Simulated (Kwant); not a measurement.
Device: wire with a side stub in a Si two-dimensional gas. Effective mass 0.19 mₑ, grid spacing 1.7 nm, hard walls, nominal width 40 nm (23 grid rows, so walls 40.8 nm apart), one parabolic valley, scattering region 120 nm long along x; energies count from the band bottom; Fermi energy swept from 0.00098955 to 0.011751 eV. Closed stub on one side, 55 nm wide and 27 nm deep.

The device is made up for the run: typed textbook-type constants, with dimensions and the other settings drawn at random.

Model: effective-mass tight-binding model on a square grid, one spin, coherent transport at 0 K (Kwant). Conductance is in e²/h.

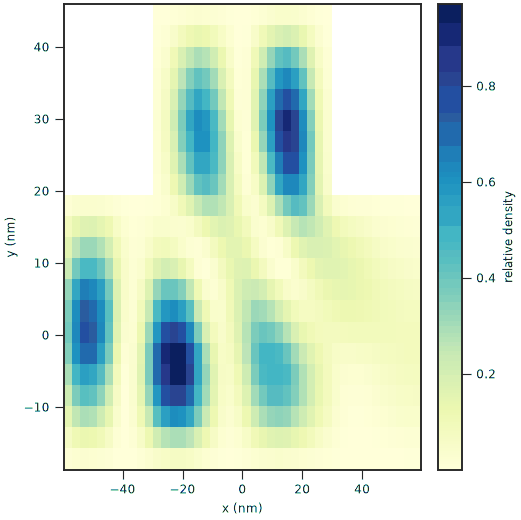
Figure. Density of the scattering states that come in from the left lead, at energy = 0.0037025 eV, in bins, relative to the largest site value

The conductance there is 0.37 e²/h with 1 open channel(s) in the leads.
